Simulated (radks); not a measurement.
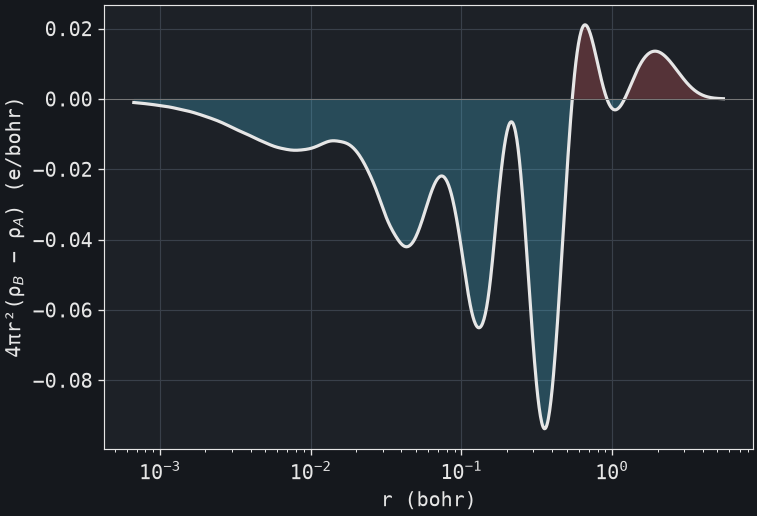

The Re³⁺ ion in [Xe] 4f14 5d4 was computed by two methods: Slater X-alpha with alpha = 0.818; Slater X-alpha with alpha = 0.832. Both runs are scalar-relativistic and spherical. Computed with the in-house radial solver radks.

The plot shows the radial density of run B less that of run A; on the logarithmic r axis, areas aren't charges.

A is Slater X-alpha with alpha = 0.832 and B is Slater X-alpha with alpha = 0.818.

Question: Where does the charge move between the methods?

Answer: B holds 0.025 electrons more than A where the difference is positive (most at r = 0.66 bohr) and as many fewer where it is negative (most at r = 0.36 bohr), out of 72 electrons.
